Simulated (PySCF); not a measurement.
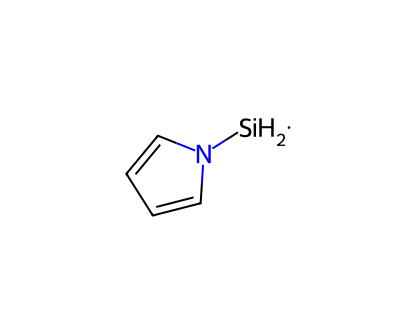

State: neutral, doublet. The computed structure is the end point of a GFN2-xTB optimisation. No frequency run is at hand to confirm it as a minimum. Method: UKS B3LYP, pcH-1 on C H N Si, non-relativistic (PySCF 2.14.0).

What is the isotropic g value?

Answer. 2.00262.

What is the ⟨S²⟩ of the determinant?

Answer. 0.751.

The geometry is semi-empirical. Around Si such bond lengths and angles can be off by a tenth of an ångström or more and by several degrees, and values that hang on the shape move with them.
